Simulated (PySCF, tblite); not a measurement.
**C₅H₈BF₃+ (doublet): geometry, infrared bands and EPR parameters**

What infrared bands and EPR parameters should C₅H₈BF₃+ (doublet) (`CBC[CH+][CH]C(F)(F)F`) show?

The runs use tblite 0.8.0 and PySCF 2.14.0, with density-fitted response routines of our own; the level of theory stands in each step. All values are computed, except where a source is named. Atoms are numbered from 0 throughout.

## 1. The starting structure

17 atoms, charge 1, multiplicity 2; geometry from: force field or distance geometry start.

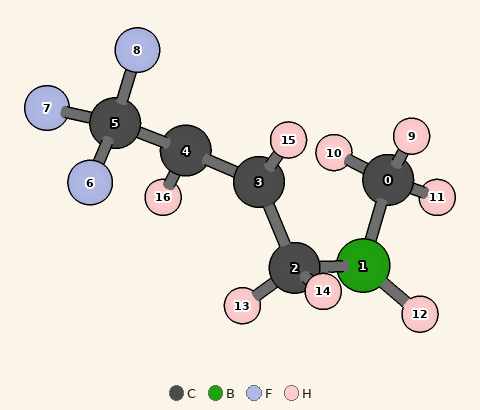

As it starts; carbon dark grey, boron green, fluorine light blue, hydrogen pink, atoms numbered; sticks join atoms by distance.

## 2. Relaxing the molecule with GFN2-xTB

What the job is given:

```
{"job": {"kind": "relax", "xc": "GFN2-xTB", "basis": "xTB"}, "charge": 1, "multiplicity": 2}
C      2.310400     0.703400     0.209900
B      1.923000    -0.733600    -0.389000
C      0.453100    -1.307100    -0.265700
C     -0.443100    -0.318200     0.432200
C     -1.192600     0.724900    -0.304800
C     -2.670400     0.681000    -0.064200
F     -3.242600    -0.558200    -0.286800
F     -3.258700     1.560600    -0.965200
F     -2.930900     1.105600     1.224700
H      2.099800     0.675700     1.307700
H      1.731500     1.510800    -0.283200
H      3.381800     0.817600    -0.006600
H      2.810200    -1.545300    -0.337300
H      0.066400    -1.379500    -1.301500
H      0.495900    -2.234900     0.279900
H     -0.556000    -0.370600     1.551000
H     -0.984800     0.679900    -1.394200
```

Run with:

```
OMP_NUM_THREADS=1 python probes_run.py task.json out
```

This one command runs all jobs of the session in turn.

What it wrote:

```text
step      E/eV     max force
  0    -805.69723    5.581
  1    -806.46905    2.805
  2    -806.79203    1.916
  3    -806.89214    0.686
  4    -806.95680    0.606
  5    -806.98897    0.573
  6    -807.03929    0.451
  7    -807.06715    0.496
  8    -807.10932    0.508
  9    -807.13791    0.422
 10    -807.16522    0.305
 11    -807.18623    0.356
 12    -807.20717    0.369
 13    -807.22569    0.299
 14    -807.23985    0.288
 15    -807.25432    0.347
 16    -807.27380    0.444
 17    -807.29368    0.389
 18    -807.30826    0.235
 19    -807.31681    0.204
 20    -807.32246    0.194
 21    -807.32837    0.217
 22    -807.33393    0.164
 23    -807.33774    0.156
 24    -807.34030    0.142
 25    -807.34277    0.133
 26    -807.34607    0.145
 27    -807.35029    0.167
 28    -807.35456    0.156
 29    -807.35820    0.139
 30    -807.36129    0.110
 31    -807.36398    0.105
 32    -807.36634    0.122
 33    -807.36835    0.112
 34    -807.36990    0.113
 35    -807.37112    0.095
 36    -807.37216    0.077
 37    -807.37317    0.075
 38    -807.37423    0.100
 39    -807.37590    0.104
 40    -807.37855    0.178
 41    -807.38252    0.238
 42    -807.38690    0.216
 43    -807.39020    0.108
 44    -807.39197    0.101
 45    -807.39341    0.104
 46    -807.39547    0.116
 47    -807.39787    0.134
 48    -807.39988    0.132
 49    -807.40114    0.083
 50    -807.40199    0.068
 51    -807.40269    0.064
 52    -807.40340    0.061
 53    -807.40396    0.050
 54    -807.40449    0.055
 55    -807.40498    0.050
 56    -807.40544    0.048
 57    -807.40590    0.043
 58    -807.40640    0.052
 59    -807.40693    0.050
 60    -807.40741    0.042
 61    -807.40775    0.043
 62    -807.40802    0.048
 63    -807.40831    0.048
 64    -807.40868    0.045
 65    -807.40910    0.054
 66    -807.40951    0.060
 67    -807.41000    0.071
 68    -807.41071    0.076
 69    -807.41172    0.079
 70    -807.41297    0.080
 71    -807.41442    0.093
 72    -807.41603    0.107
 73    -807.41800    0.097
 74    -807.42018    0.105
 75    -807.42231    0.160
 76    -807.42426    0.139
 77    -807.42679    0.134
 78    -807.42906    0.122
 79    -807.43134    0.125
 80    -807.43502    0.136
 81    -807.43640    0.157
 82    -807.43786    0.125
 83    -807.43921    0.086
 84    -807.44019    0.091
 85    -807.44099    0.074
 86    -807.44172    0.072
 87    -807.44237    0.058
 88    -807.44306    0.062
 89    -807.44361    0.065
 90    -807.44406    0.051
 91    -807.44450    0.062
 92    -807.44497    0.051
 93    -807.44558    0.052
 94    -807.44596    0.047
 95    -807.44634    0.046
 96    -807.44679    0.051
 97    -807.44755    0.068
 98    -807.44887    0.094
 99    -807.45078    0.128
100    -807.45297    0.138
101    -807.45489    0.119
102    -807.45709    0.163
103    -807.45872    0.137
104    -807.46102    0.119
105    -807.46374    0.093
106    -807.46538    0.104
107    -807.46662    0.083
108    -807.46817    0.097
109    -807.46913    0.097
110    -807.47017    0.082
111    -807.47085    0.057
112    -807.47108    0.035
113    -807.47122    0.029
114    -807.47135    0.017
115    -807.47142    0.014
116    -807.47149    0.014
117    -807.47156    0.020
118    -807.47164    0.026
119    -807.47170    0.025
120    -807.47175    0.020
121    -807.47179    0.016
122    -807.47182    0.012
123    -807.47184    0.014
124    -807.47186    0.015
125    -807.47189    0.015
126    -807.47193    0.018
127    -807.47198    0.019
128    -807.47204    0.015
129    -807.47208    0.012
130    -807.47210    0.010
131    -807.47212    0.009
```

Wall time 1.3 s (1 thread of Arm Neoverse N1, shared host).

Relaxation path: (not every step is listed)

```csv
step,energy from step 0 (eV),largest force (eV/Å)
0,0.0000,5.5806
1,-0.7718,2.8052
2,-1.0948,1.9159
3,-1.1949,0.6864
4,-1.2596,0.6058
5,-1.2917,0.5728
6,-1.3421,0.4508
7,-1.3699,0.4964
8,-1.4121,0.5081
19,-1.6196,0.2042
30,-1.6641,0.1104
41,-1.6853,0.2384
52,-1.7062,0.0607
63,-1.7111,0.0481
74,-1.7229,0.1050
85,-1.7438,0.0739
96,-1.7496,0.0514
107,-1.7694,0.0830
118,-1.7744,0.0260
126,-1.7747,0.0177
127,-1.7748,0.0194
128,-1.7748,0.0152
129,-1.7749,0.0120
130,-1.7749,0.0100
131,-1.7749,0.0092
```

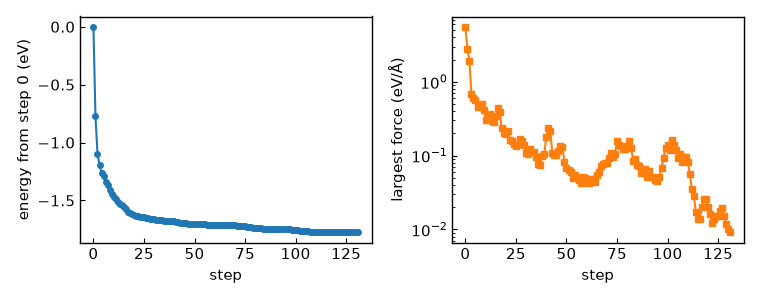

Energy and largest force along the relaxation.

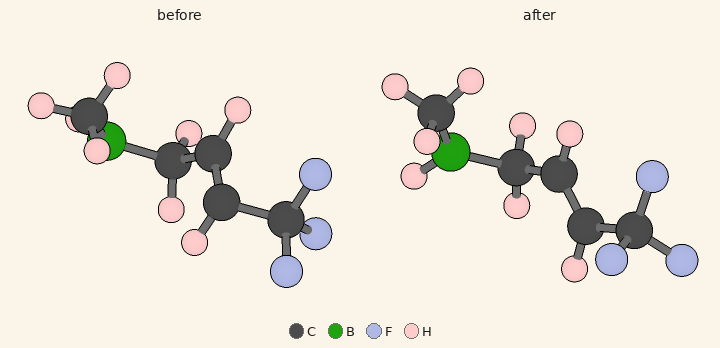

The geometry before (left) and after (right).

Distances of close pairs at the start and the end, largest changes first:

```csv
bond,before (Å),after (Å),change (Å)
C3–C4,1.481,1.346,-0.135
C0–B1,1.604,1.520,-0.084
C5–F6,1.383,1.325,-0.058
C5–F8,1.382,1.332,-0.049
C5–F7,1.390,1.341,-0.049
C2–C3,1.506,1.459,-0.047
B1–C2,1.583,1.625,+0.042
C3–H15,1.126,1.085,-0.040
```

The end geometry stands in the next job.

## 3. Harmonic vibrations with GFN2-xTB

What the job is given:

```
{"job": {"kind": "ir", "xc": "GFN2-xTB", "basis": "xTB"}, "charge": 1, "multiplicity": 2}
C      2.409877     0.681882     0.472155
B      1.915233    -0.467485    -0.391469
C      0.542148    -1.323524    -0.245415
C     -0.521687    -0.423432     0.185847
C     -1.583833    -0.106605    -0.577942
C     -2.732355     0.731463    -0.059680
F     -3.907761     0.180869    -0.324141
F     -2.686551     1.928933    -0.661988
F     -2.652915     0.943798     1.253352
H      1.972701     0.764164     1.470215
H      2.217330     1.637275    -0.028702
H      3.494676     0.663970     0.622563
H      2.515857    -0.888705    -1.309429
H      0.270279    -1.906090    -1.122076
H      0.872821    -1.999820     0.553887
H     -0.442475    -0.005151     1.184208
H     -1.690342    -0.399511    -1.614609
```

What it wrote:

```text
mode    cm-1     km/mol
  1      16.5      0.16
  2      59.6      3.15
  3      75.8      0.42
  4      98.8      0.57
  5     118.0      1.03
  6     167.2      1.01
  7     220.6      8.44
  8     323.7      7.90
  9     330.1     23.25
 10     362.7     18.42
 11     396.1      2.08
 12     486.4     34.27
 13     496.6     14.47
 14     531.0      1.13
 15     608.9     45.10
 16     663.0     11.53
 17     719.8     28.44
 18     748.6      2.29
 19     775.2    159.47
 20     792.4     23.63
 21     844.9     32.41
 22     884.1      4.03
 23     912.4     38.78
 24     978.8      6.71
 25    1030.1    210.51
 26    1066.8     56.93
 27    1089.2    212.84
 28    1149.7    376.48
 29    1156.2    130.23
 30    1173.5     38.28
 31    1200.5    215.92
 32    1256.0      6.32
 33    1297.4     38.00
 34    1332.8     55.02
 35    1373.6    340.62
 36    1377.4      4.31
 37    1531.3     47.74
 38    2547.7     57.91
 39    2896.4     40.07
 40    2937.9     28.50
 41    2953.3     20.73
 42    2977.3    131.96
 43    3027.9      6.64
 44    3042.1      3.55
 45    3069.0     23.58
```

Run time: 0.85 s. Hardware: 1 thread of Arm Neoverse N1, shared host.

The strongest bands and the atoms that carry them (share of the mass-weighted mode):

```csv
cm⁻¹,km/mol,atoms
775,159.5,"B1 20 %, H10 16 %"
1030,210.5,"C5 65 %, F7 22 %"
1089,212.8,"C5 49 %, F6 19 %, H16 11 %"
1150,376.5,C5 59 %
1156,130.2,"B1 26 %, C3 18 %, C2 16 %"
1200,215.9,"H16 43 %, C5 14 %, C3 11 %"
1374,340.6,"H11 38 %, H9 37 %, C0 17 %"
2977,132.0,"H9 63 %, H11 19 %, H10 14 %"
```

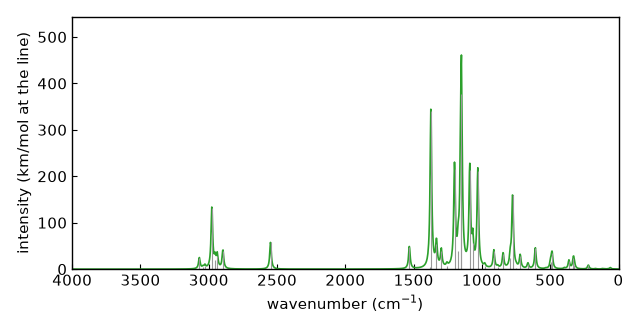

The infrared spectrum from these modes, unscaled. Lines are broadened to a width of 14 cm⁻¹ (Lorentzian).

## 4. g tensor and hyperfine couplings: B3LYP/pcH-1

Settings changed since step 3:

```diff
@@ -1,2 +1,2 @@
-{"job": {"kind": "ir", "xc": "GFN2-xTB", "basis": "xTB"}, "charge": 1, "multiplicity": 2}
+{"job": {"kind": "epr", "basis": "pcH-1"}, "charge": 1, "multiplicity": 2}
 C      2.409877     0.681882     0.472155
```

Level: UKS B3LYP, pcH-1 on B C F H, non-relativistic, mean-field spin-orbit, GIAO.

What it wrote:

```text
UKS, coarse grid
  cycle   1  E = -519.22264740  |g| = 7.14e-01
  cycle   2  E = -518.88904503  |g| = 1.23e+00
  cycle   3  E = -519.39493635  |g| = 1.25e-01
  cycle   4  E = -519.40071629  |g| = 7.78e-02
  cycle   5  E = -519.40407869  |g| = 1.89e-02
  cycle   6  E = -519.40425706  |g| = 5.36e-03
  cycle   7  E = -519.40428065  |g| = 2.34e-03
  cycle   8  E = -519.40428561  |g| = 1.39e-03
  cycle   9  E = -519.40428704  |g| = 3.32e-04
UKS, final grid
  cycle   1  E = -519.40432234  |g| = 3.97e-04
  cycle   2  E = -519.40432227  |g| = 6.50e-04
  cycle   3  E = -519.40432240  |g| = 4.42e-05
  cycle   4  E = -519.40432240  |g| = 3.06e-05
  cycle   5  E = -519.40432241  |g| = 1.96e-05
E = -519.40432241 Eh   <S^2> = 0.7574 (exact 0.7500)
g shifts (ppm)      1          2          3
  rmc          -158       -158       -158
  gc             29          5         27
  oz_so         199        491       1421
  total          70        339       1290
hyperfine (MHz)  atom isotope    a_iso     a_fc   dipolar eigenvalues
    0   13C      -5.87      -5.87     -1.86     -0.96      2.82
    1   11B       2.44       2.44    -14.73    -13.61     28.34
    2   13C      11.28      11.28    -21.68    -21.04     42.73
    3   13C      -8.69      -8.69    -17.36     -9.24     26.60
    4   13C      35.98      35.98    -43.37    -42.29     85.66
    5   13C     -15.07     -15.07     -1.34     -1.00      2.35
    6   19F       3.30       3.30    -16.28    -14.21     30.49
    7   19F      42.62      42.62    -75.95    -74.42    150.37
    8   19F      -1.75      -1.75     -9.48     -6.93     16.42
    9    1H      33.17      33.17     -2.25     -1.13      3.38
   10    1H       1.73       1.73     -2.13      0.07      2.06
   11    1H      24.27      24.27     -2.15     -1.16      3.30
   12    1H     177.82     177.82     -6.25     -3.92     10.17
   13    1H     -12.63     -12.63     -7.01     -3.25     10.26
   14    1H      78.41      78.41    -10.39     -4.93     15.32
   15    1H       0.16       0.16     -6.73     -4.30     11.03
   16    1H     -29.57     -29.57    -18.54     -4.31     22.84
```

Run time: 2.4 min. Hardware: 1 thread of Arm Neoverse N1, shared host; peak memory 1.1 GiB.

Principal g values 2.00239, 2.00266, 2.00361; g(iso) = 2.00289, against 2.00232 for a free electron.

Hyperfine couplings; where a row names several nuclei, a(iso) is their mean (it holds for fast rotation or exchange) and the dipolar term the largest among them:

```csv
nuclei,isotope,a(iso) (MHz),"a(iso) (G, at g = 2.0023)",largest dipolar term (MHz)
H12,1H,177.8,63.5,10.2
C4,13C,36.0,12.8,85.7
"H13, H14",1H,32.9,11.7,15.3
H16,1H,-29.6,-10.5,22.8
"H9, H10, H11",1H,19.7,7.0,3.4
C5,13C,-15.1,-5.4,2.3
"F6, F7, F8",19F,14.7,5.3,150.4
C2,13C,11.3,4.0,42.7
C3,13C,-8.7,-3.1,26.6
C0,13C,-5.9,-2.1,2.8
B1,11B,2.4,0.9,28.3
H15,1H,0.2,0.1,11.0
```

Mulliken spin populations:

C0 0.00; B1 0.12; C2 0.16; C3 0.09; C4 0.52; C5 -0.03; F6 0.01; F7 0.03; F8 0.00; H9 0.01; H10 0.00; H11 0.01; H12 0.07; H13 -0.01; H14 0.03; H15 0.00; H16 -0.02

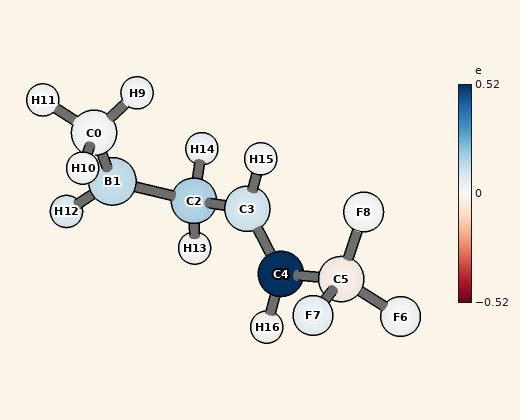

Mulliken spin populations, as colours on the atoms.

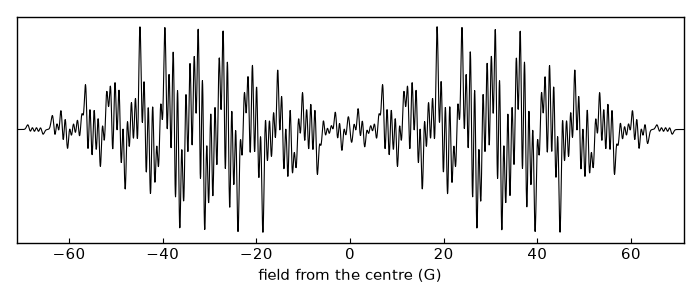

First-order isotropic spectrum (first derivative, main isotopes with spin only, couplings over 0.8 MHz, Gaussian width 0.3 G; couplings of the frozen geometry, rotation of groups not averaged beyond the rows shown).

Orbitals, density, ELF and potential are computed afterwards from the orbital file.

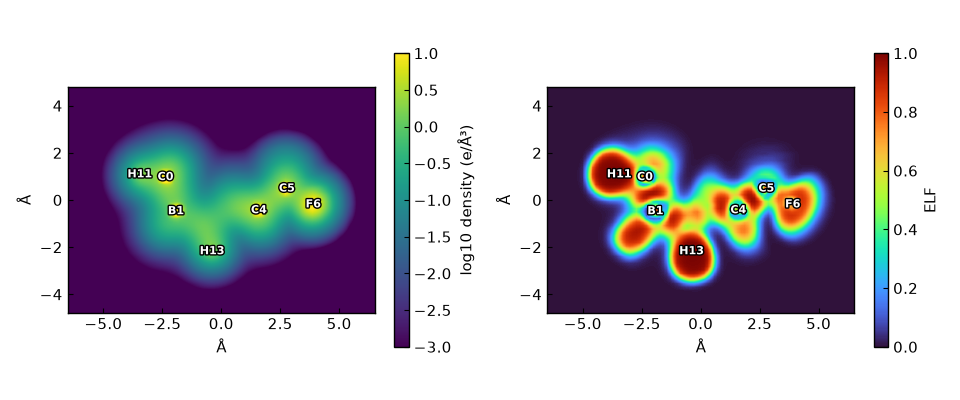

Density (left) and ELF (right) in a plane through or near 7 of the atoms.

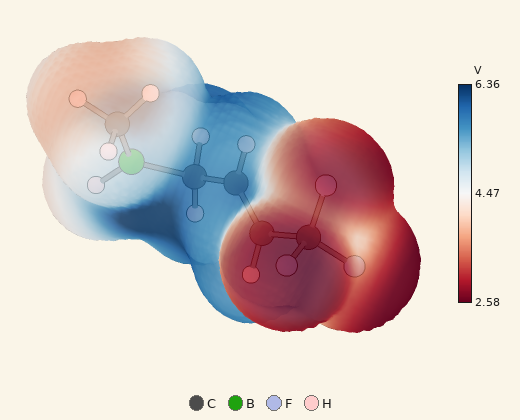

The potential that a unit positive charge feels on the 0.002 e/bohr³ surface, from 2.58 V near F6 to 6.36 V near B1.

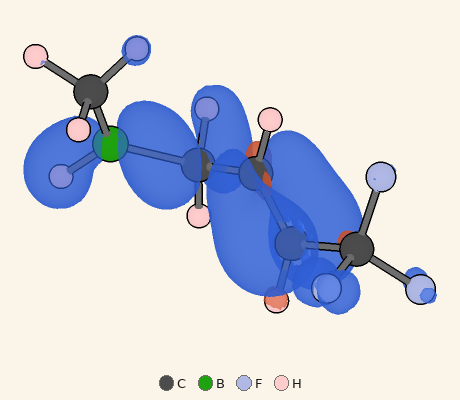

Spin density at ±0.02 e/Å³ (alpha excess blue, beta excess red).

## 5. Outcome

| quantity | value |
| --- | --- |
| strongest single infrared mode (GFN2-xTB) | 1150 cm⁻¹, 376 km/mol |
| zero-point energy (GFN2-xTB) | 73.0 kcal/mol |
| g(iso) (B3LYP) | 2.00289 |
| ⟨S²⟩ | 0.757 (exact 0.75) |
| largest a(iso) (averaged by class) | 1H on H12, 177.8 MHz |

What this shows: Relaxing lowered the energy by 1.775 eV in 131 steps; the close pair that moved most is C3–C4, from 1.481 to 1.346 Å. All 45 modes are real, so the xTB geometry is a minimum. The strongest single mode, at 1150 cm⁻¹, moves mainly C5. GFN2-xTB is a fitted tight-binding method: band positions and strengths are rough. Its intensities can rank the bands wrongly. C4 carries the largest spin population, 0.52 e. The isotropic g lies 0.6 ppt above the free-electron value. These values are for one conformer; the search (at its own cheap level) found 2 more, at 0.06, 0.20 kcal/mol, and measured spectra average over such forms.
